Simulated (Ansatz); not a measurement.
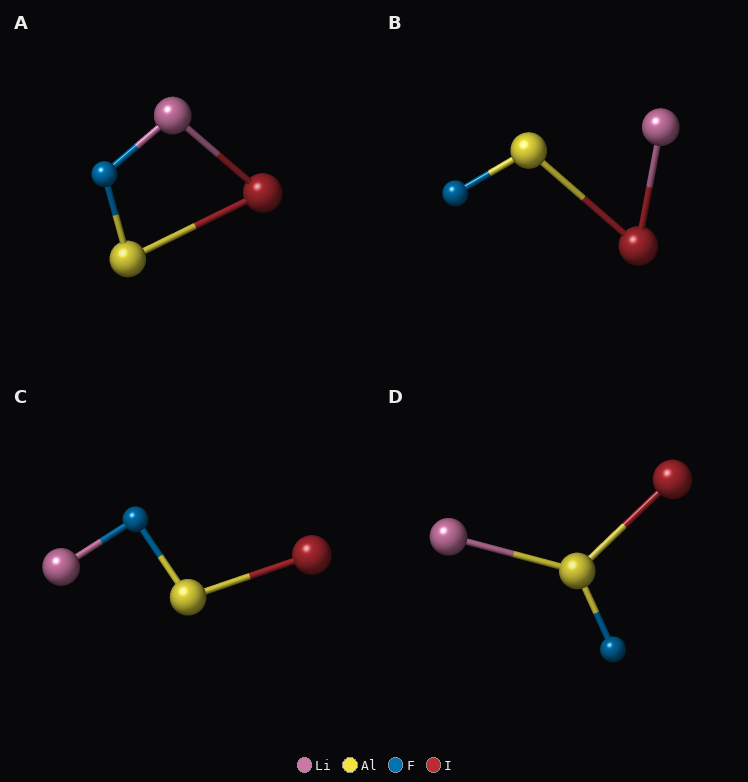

4 stationary structures of one formula. Geometries: PBE0-D4/def2-TZVP. Electronic energies: RHF-CCSD(T) (frozen core)/def2-TZVPP (Ansatz 0.2.0), without zero-point energy. No frequency run is at hand to confirm each as a minimum.

> Which structure is the most stable?

A is lowest (Cs); B lies 0.707 eV above it (Cs), C lies 0.797 eV above it (Cs), D lies 0.996 eV above it (Cs).
